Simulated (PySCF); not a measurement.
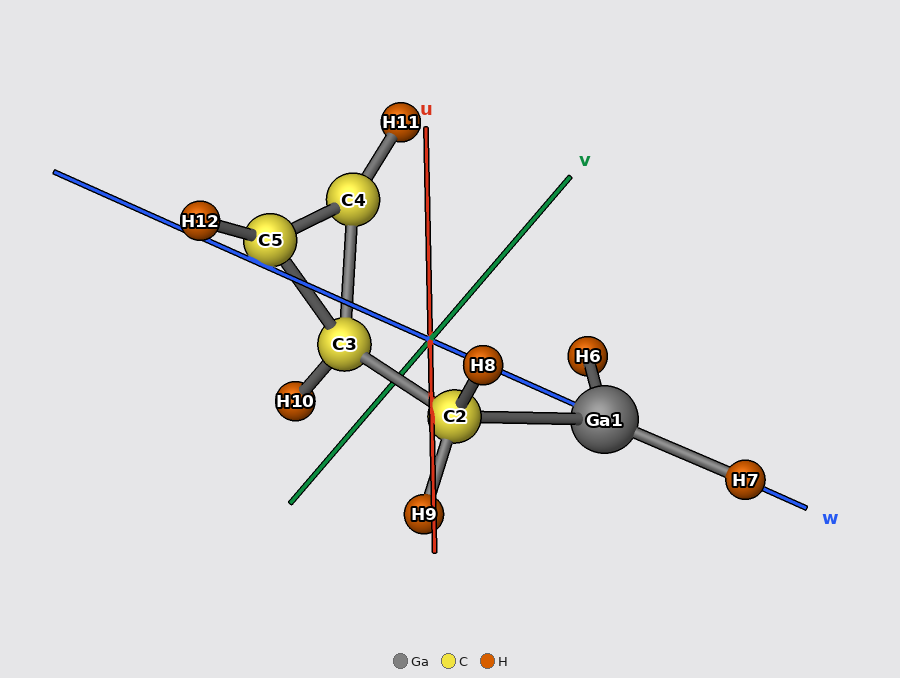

The lines u, v and w are the principal axes of the static dipole polarisability. The geometry was computed by an optimisation with GFN2-xTB. No frequency run is at hand to confirm it as a minimum. Method: CAM-B3LYP/def2-SVPD (PySCF 2.14.0).

### Along which axis is the molecule most polarisable, and along which least?

Most along w (close to the long direction Ga1···C5), least along v.

### Give the three principal values.

u 72.9, v 59.5, w 93.8 bohr³; mean 75.4, anisotropy 30.0 bohr³.

The geometry is semi-empirical. Around Ga such bond lengths and angles can be off by a tenth of an ångström or more and by several degrees, and values that hang on the shape move with them.
